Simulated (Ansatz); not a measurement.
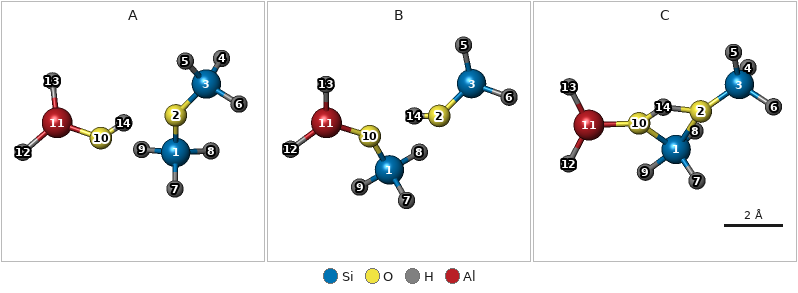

3 geometries from a converged minimum-energy path of AlSi$_{2}$H$_{9}$O$_{2}$, shuffled. Style: ball-and-stick. Shown at a tilt.

The calculation used Ansatz, RKS BHLYP/6-31G*. Settings: 5 movable images; climbing image; force threshold 0.05 eV/Å; iteration limit 60; starting path through a guess of the saddle point.

Question: One of them is the converged climbing image. Which?

Answer: C. In order along the path, whose images run from 0 to 6: A (image 1, 0.00 eV), C (image 3, +1.32 eV), B (image 5, −0.09 eV). Breaking: O10–H14 (0.96 → 1.10 at the top → 1.88 Å), Si1–O2 (1.66 → 1.97 at the top → 3.53 Å). Forming: O2–H14 (1.97 → 1.32 at the top → 0.96 Å), Si1–O10 (3.41 → 1.82 at the top → 1.65 Å).

Cost: 12 min on 2 threads of Arm Neoverse V1, with other jobs on the host, peak memory 0.25 GiB.
